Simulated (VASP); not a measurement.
Band structure of AuAl2 (space group Fm-3m). These are PBE GGA, VASP's PBE PAW potentials (set 64) (plane waves; VASP 6.6.1) values and carry that method's errors.

Unless said otherwise, spin-orbit coupling is left out, though it shifts the bands of the heavy elements here.

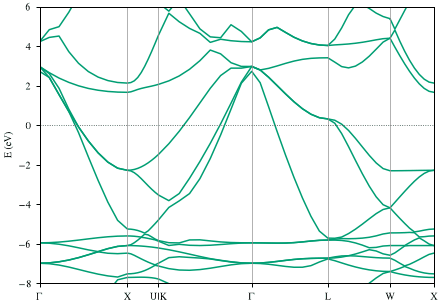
Fig. 1. Bands along high-symmetry lines, zero at the valence-band maximum or, without a gap, the Fermi level

**Question.** Read the plot: is there a gap, and where are the band edges?

**Answer.** It has no gap at this level: it comes out as a metal or semimetal.

The structure is a typed AuAl2 crystal (Fm-3m). The cell was not relaxed at this level. The electron count is odd and the run is not spin-polarised, which forces a metal.
